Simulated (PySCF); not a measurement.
Consider C₅H₃F₃S.

The calculation's input:

```
{"job": {"kind": "uv", "xc": "CAM-B3LYP", "basis": "def2-SVPD", "dynamic": true, "nstates": 6, "ntriplets": 0}, "charge": 0, "multiplicity": 1}
F     -1.886108    -1.385179     0.785323
C     -1.670791    -0.294479     0.041983
F     -2.444990     0.683323     0.519344
F     -2.100092    -0.580252    -1.192811
C     -0.226510     0.090135     0.047692
C      0.827564    -0.817863    -0.263189
C      2.053851    -0.215124    -0.205670
S      1.928587     1.443302     0.226356
C      0.223774     1.352936     0.333587
H      0.675814    -1.868241    -0.512992
H      3.030012    -0.660973    -0.391352
H     -0.371288     2.223568     0.603292
```

Run with:

```sh
OMP_NUM_THREADS=1 python probes_run.py task.json out
```

Geometry: PBE0-D3(BJ)/def2-SVP.

All numbers below come from CAM-B3LYP/def2-SVPD, SCF density, gas phase in PySCF 2.14.0.

**What can the converged electron density and electron localisation function tell about the bonding?**

C–F (1.34 Å): ρ at the midpoint is about 2.4 e/Å³; the ELF peaks at about 0.85 between the atoms: a polar covalent bond.
C–C (1.37 Å): the density is about 2.2 e/Å³ at the midpoint; the ELF peaks at about 0.95 between the atoms: a covalent bond.
C–S (1.71 Å): the density is about 1.5 e/Å³ at the midpoint; the ELF peaks at about 0.95 between the atoms: localised, covalent bonding.
C–H (1.09 Å): ρ is about 2 e/Å³ halfway; the ELF climbs to about 1 towards the hydrogen, as it does in any bond to H: an ordinary covalent bond to hydrogen.

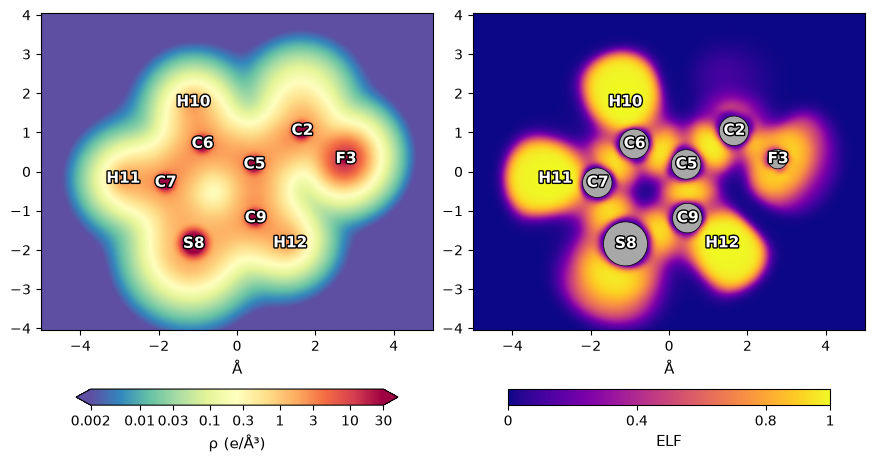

Computed electron density and electron localisation function on the plane of atoms C6, C5 and C9, in this order. Grey discs cover the atomic cores in the ELF map. 
